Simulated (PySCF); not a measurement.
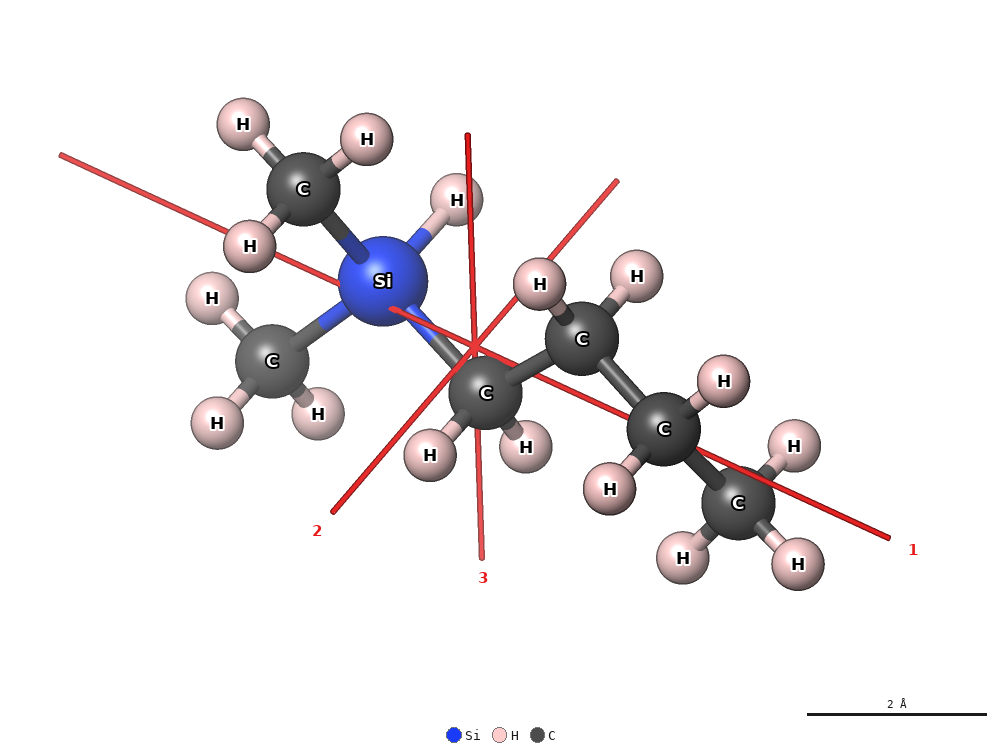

The three principal axes of inertia are drawn and numbered. Depth is shown by fading: the farther an atom, the more it takes the colour of the background. The computed structure is the end point of a PBE0-D3(BJ)/def2-SVP optimisation. No frequency run is at hand to confirm it as a minimum. Masses are those of the most abundant isotopes; constants are for the rigid equilibrium geometry.

### Which line is the a axis (least moment of inertia), which b and which c?

a is line 1, b is line 3, c is line 2; the moments are 130, 571, 657 u Å².

### Classify the rotor and give the rotational constants (MHz).

An asymmetric top (C1): A = 3884, B = 885, C = 769 MHz. Ray's parameter κ is −0.93, close to the prolate limit.
